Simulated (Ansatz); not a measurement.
Consider H6OSi2.

```yaml
atoms:
  - { symbol: Si, position_ang: [-0.8945, -0.5275, 0.0398] }
  - { symbol: Si, position_ang: [0.8255, 1.0565, 0.2937] }
  - { symbol: O, position_ang: [-0.2907, -1.9945, -0.4897] }
  - { symbol: H, position_ang: [0.1959, -1.9835, -1.3191] }
  - { symbol: H, position_ang: [-1.9256, 0.0272, -0.8982] }
  - { symbol: H, position_ang: [-1.5462, -0.8030, 1.3510] }
  - { symbol: H, position_ang: [0.2701, 2.3802, 0.7184] }
  - { symbol: H, position_ang: [1.8218, 0.6005, 1.3119] }
  - { symbol: H, position_ang: [1.5435, 1.2441, -1.0078] }
```

All numbers below come from Ansatz 0.2.0, RKS PBE0-D4/def2-SVP.

What will maps of the electron density and electron localisation function show?

Answer. Si–O (1.67 Å): ρ at the midpoint is about 1 e/Å³; the ELF peaks at about 0.90 between the atoms (a shared but strongly polarised pair).
Si–Si (2.35 Å): ρ at the midpoint is about 0.65 e/Å³; the ELF peaks at about 1 between the atoms (a shared electron pair).
Si–H (1.50 Å): ρ is about 0.75 e/Å³ halfway; the ELF climbs to about 1 towards the hydrogen, as it does in any bond to H.

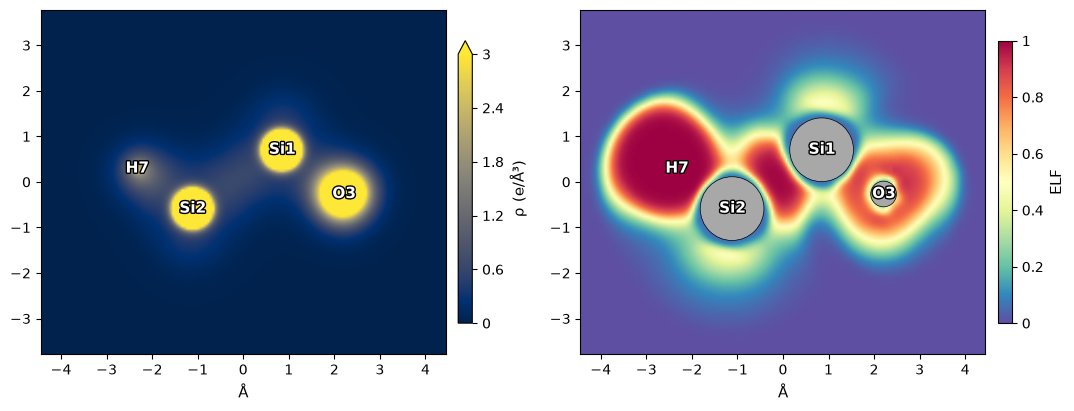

Computed electron density and electron localisation function on the plane of atoms Si1, Si2 and H7, in this order. Grey discs cover the atomic cores in the ELF map. 
